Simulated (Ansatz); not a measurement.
```xyz
6

F    -1.4083   -1.1720    0.2782
F     1.7123   -0.6794   -0.2864
F    -0.3188   -0.0694   -1.8588
F     0.3325    0.0482    1.8434
F    -0.2826    1.8193   -0.0149
Ta    0.0070   -0.0108   -0.0077
```

Geometry: PBE0-D4/def2-SVP; core potentials replace the inner electrons of Ta.

These are results of isolated molecule in a Gaussian basis; Kohn-Sham density functional theory, functional PBE0 (Ansatz 0.2.0), not measurements.

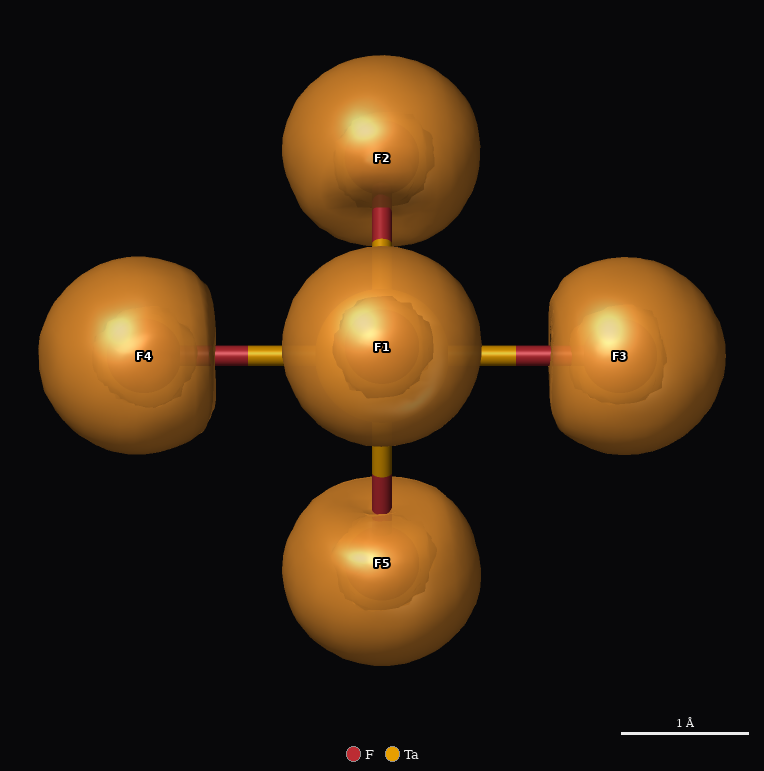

F5Ta. Isosurface of the electron localisation function at 0.75 (orange), seen from one side. Core shells and regions of very low density are left out.

Identify the bonds, lone pairs and shells in this picture.

The ELF exceeds this value in five regions wrapped around F (the valence shell of each). Profiles from the grid: Ta–F (1.85 Å): the ELF peaks at about 0.80 in the valence shell of F, 0.5 Å from its nucleus, and drops to about 0.25 between the two atoms.
